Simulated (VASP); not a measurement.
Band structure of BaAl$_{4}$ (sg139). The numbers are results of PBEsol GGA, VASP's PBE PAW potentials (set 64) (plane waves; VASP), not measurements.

Unless said otherwise, spin-orbit coupling is left out, though it shifts the bands of the heavy elements here.

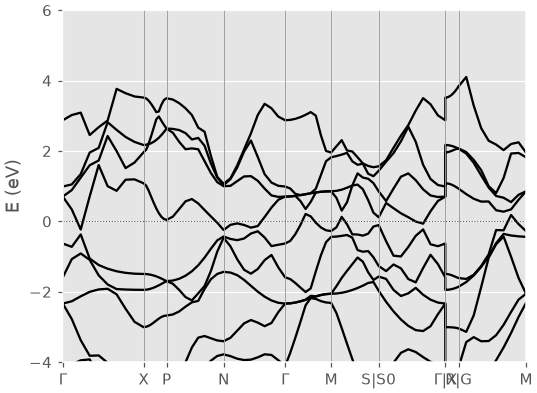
Bands along high-symmetry lines, zero at the valence-band maximum or, without a gap, the Fermi level

### Question
Read the plot: is there a gap, and where are the band edges?

### Answer
It has no gap at this level: it comes out as a metal or semimetal. (Edges off the drawn lines would not show.)

The compound is BaAl4 in the sg139 structure. It was relaxed first.
